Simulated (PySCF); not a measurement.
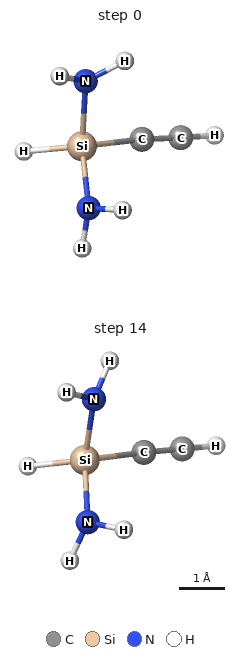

The structure of C$_{2}$H$_{6}$N$_{2}$Si before (top) and after (bottom) a relaxation, at one scale.

The picture is a ball-and-stick view, seen from a free direction.

The start comes from GFN2-xTB.

The calculation used PBE0-D3(BJ)/def2-SVP geometry optimisation, gas phase in PySCF 2.14.0, density-fitted response routines. 

Question: Describe what moved and what it gained.

Answer: The atom that moves furthest after the best rigid fit is an H atom (0.58 Å). By element the largest moves are H 0.58 Å, N 0.27 Å, Si 0.08 Å, C 0.06 Å. Some distances before and after: H–Si 1.462 → 1.495 Å, C–H 1.053 → 1.075 Å, C–C 1.202 → 1.218 Å, N–Si 1.733 → 1.720 Å. Among the angles between lasting bonds that change: N–Si–H 109.7° → 118.4°, C–Si–H 111.3° → 106.3°, N–Si–N 112.3° → 107.9°. Over 14 geometry steps the energy falls by 2.35 kcal/mol. Largest force component: 1.5 eV/Å at the start, 0.018 eV/Å at the end.
